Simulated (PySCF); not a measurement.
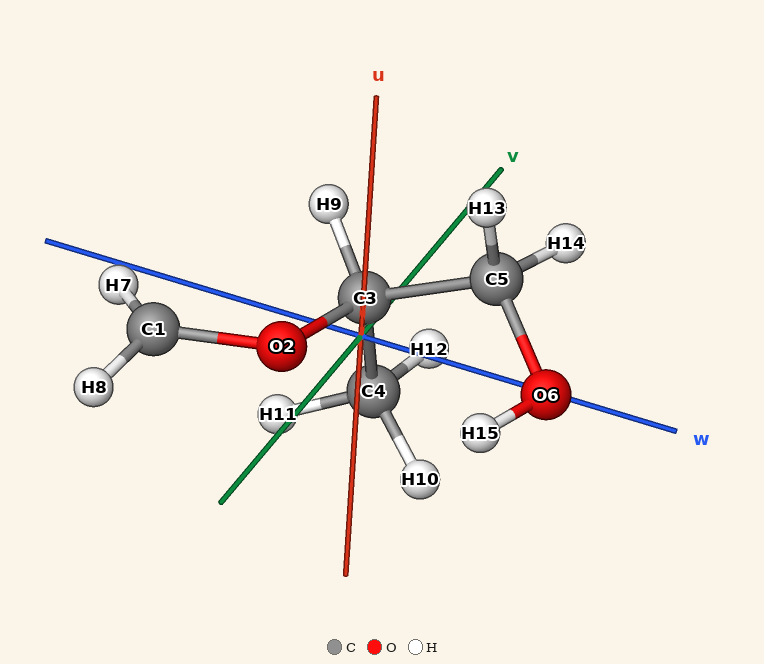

The lines u, v and w are the principal axes of the g tensor. State: neutral, doublet. The computed structure is the end point of a GFN2-xTB optimisation. No frequency run is at hand to confirm it as a minimum. Level of theory: UKS B3LYP, pcH-1 on C H O, non-relativistic, mean-field spin-orbit, GIAO (PySCF 2.14.0).

Question: Along which axis does g lie farthest from the free-electron value?

Answer: Along v: the shift is 2065 ppm.

Give the principal values and shifts.

| axis | g | shift (ppm) |
| --- | --- | --- |
| u | 2.00212 | −200 |
| v | 2.00438 | 2065 |
| w | 2.00356 | 1240 |
